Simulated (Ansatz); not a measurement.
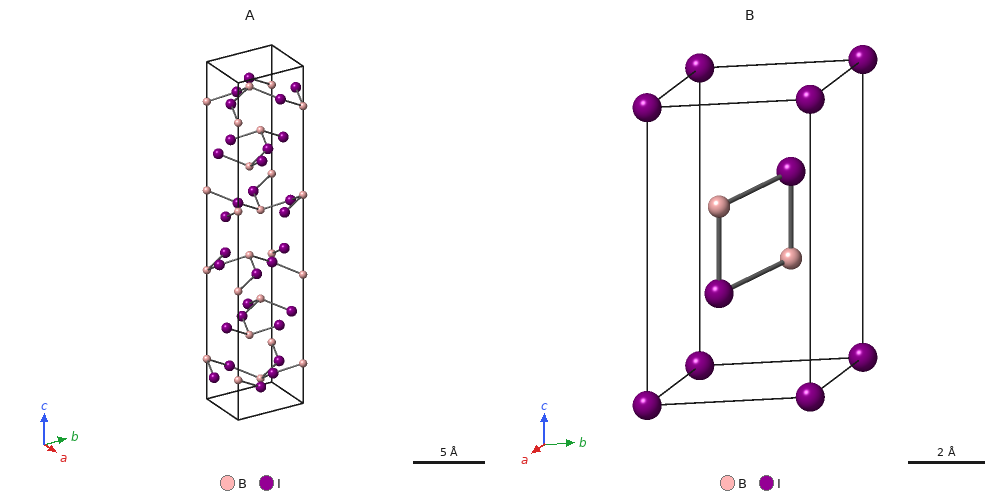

Two structures of B2I3, each relaxed to rest (conventional cells in solid outline, small ones repeated, not to one scale). Method: DFT PBE, scalar-relativistic, plane waves, PAW in Ansatz, without spin polarisation.

Which two forms are compared?

A: corundum, R-3c. B: 5 atoms a cell on a primitive hexagonal lattice, P-3m1.

Which structure wins energetically, and by what margin?

A is lower, by 216 meV/atom at this level of theory (energies at zero smearing). Volumes: A 34.5, B 26.9 Å³/atom.

One or both may be structure types tried for this composition rather than known phases.
